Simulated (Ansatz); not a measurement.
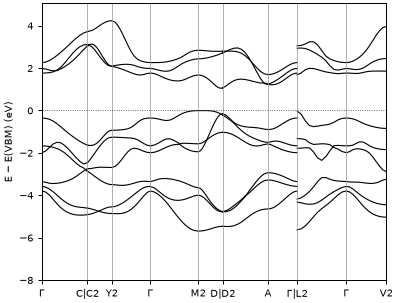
Figure: Band structure from DFT-r²SCAN in the program Ansatz with PAW potentials

The gap is 1.05 eV; an edge lies off the plotted path or next to a special point (maximum off the standard path, minimum on the M2–D line, 93 % of the way from M2).

The material is TeSe$_{2}$ in space group C2 (No. 5; Te on 2b, Se on 4c).

The first step of the workflow began from a Materials Project structure, measured or hypothetical; the Crystallography Open Database copy checked does not list it. Its standing as an ambient phase is unchecked. Symmetry was held in the r²SCAN relaxation; its stability against distortions is not shown here. A crystal of weakly bound chains computed without a dispersion correction: the cell and the soft elastic constants depend strongly on that. Scalar-relativistic: spin–orbit coupling is off unless named, which matters more the heavier the elements.

Potentials: the earlier of the program's two PAW sets.
